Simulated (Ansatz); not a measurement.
C2H6Al (SMILES C=[CH][AlH3-]) (charge −1)

Input

```
crystal:
  periodic: [false, false, false]
  atoms:
    - {symbol: C, position_ang: [-1.558892, 0.732146, 2.140365]}
    - {symbol: C, position_ang: [-0.793290, 0.589035, 1.032316]}
    - {symbol: Al, position_ang: [1.006112, -0.348720, 0.917913]}
    - {symbol: H, position_ang: [-1.234269, 0.322422, 3.115205]}
    - {symbol: H, position_ang: [-2.538071, 1.254692, 2.152145]}
    - {symbol: H, position_ang: [-1.232874, 1.046155, 0.116138]}
    - {symbol: H, position_ang: [0.901431, -1.589548, -0.173207]}
    - {symbol: H, position_ang: [1.391766, -0.919497, 2.420521]}
    - {symbol: H, position_ang: [2.145578, 0.729381, 0.388311]}
basis:
  gaussian:
    orbitals: def2-TZVPD
total_charge: -1
hamiltonian:
  xc: {name: PBE0}
output: {forces: true, orbitals: {seedname: orbitals}}
```

Command:

```sh
ansatz run input.yaml --threads 2 --pin off --max-ram 4350MiB --events-out events.jsonl --progress --plain --runs-dir runs
```

Geometry: PBE-D3(BJ)/def2-SVPD.

Method: Ansatz, isolated molecule in a Gaussian basis; Kohn-Sham density functional theory, functional PBE0.

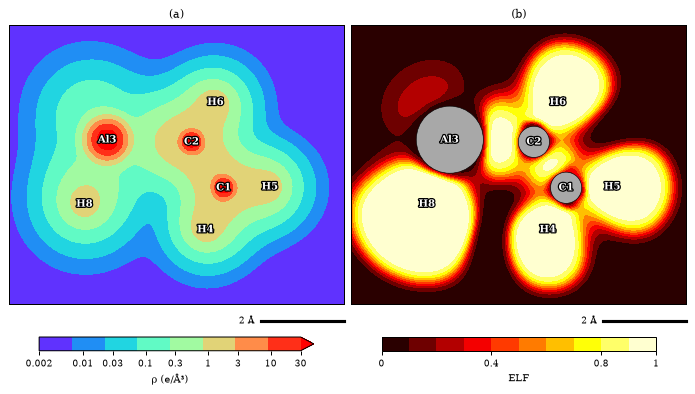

Figure 1. (a) total electron density; (b) ELF on the plane of atoms H4, C1 and H5. Grey discs cover the atomic cores in the ELF map.

> Describe what can be read from this map.

Atoms in the plane: C, Al and H.
C–C (1.35 Å): ρ at the midpoint is about 2.3 e/Å³; the ELF peaks at about 0.95 between the atoms; localised, covalent bonding.
C–Al (2.03 Å): ρ at the midpoint is about 0.62 e/Å³; the ELF peaks at about 1 between the atoms, as expected for a shared but strongly polarised pair.
C–H (1.11 Å): ρ is about 1.9 e/Å³ halfway; the ELF climbs to about 1 towards the hydrogen, as it does in any bond to H (a covalent bond by its length).
Al–H (1.65 Å): the density is about 0.46 e/Å³ at the midpoint; the ELF climbs to about 1 towards the hydrogen.

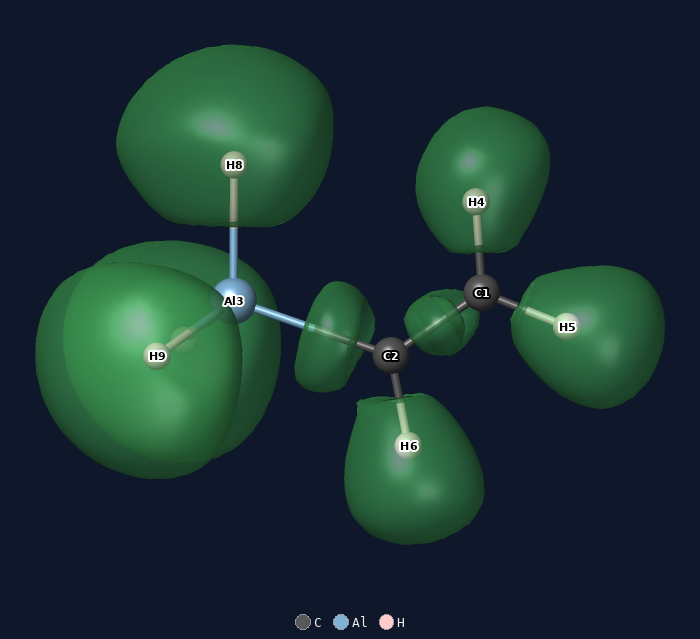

Figure 2. Isosurface of the ELF at 0.8 (green), seen at a tilt. Core shells and regions of very low density are left out.

> Describe the localisation domains.

At this value the surface marks out one region between bonded C–C atoms (shared pairs), six regions around hydrogen nuclei and one lobe of the valence shell of C pointing towards Al (polar bonds).

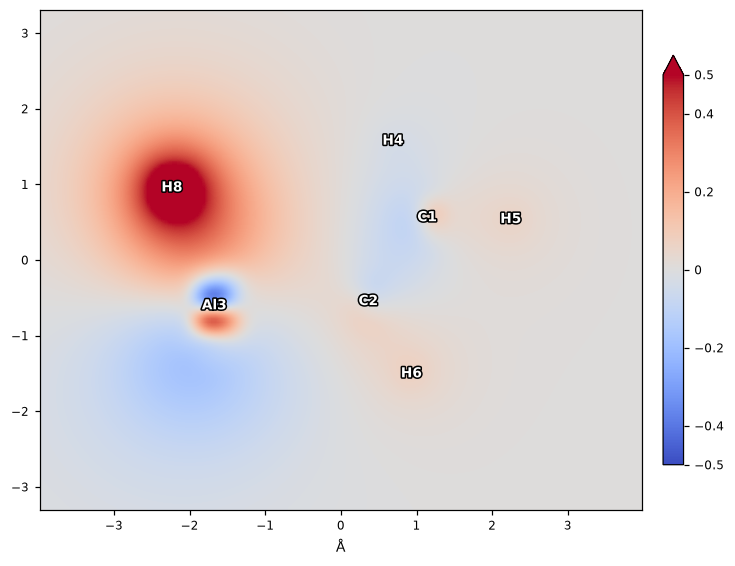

Figure 3. The HOMO−1 on the plane of atoms Al3, C2 and H6 (values in Å⁻³ᐟ²; the overall sign is arbitrary).

> What is the character of this orbital?

By Hirshfeld shares it lies mainly on H8 (about 40 %), Al3 (about 35 %), H7 (about 10 %) and H9 (about 10 %). Its energy is −2.54 eV.
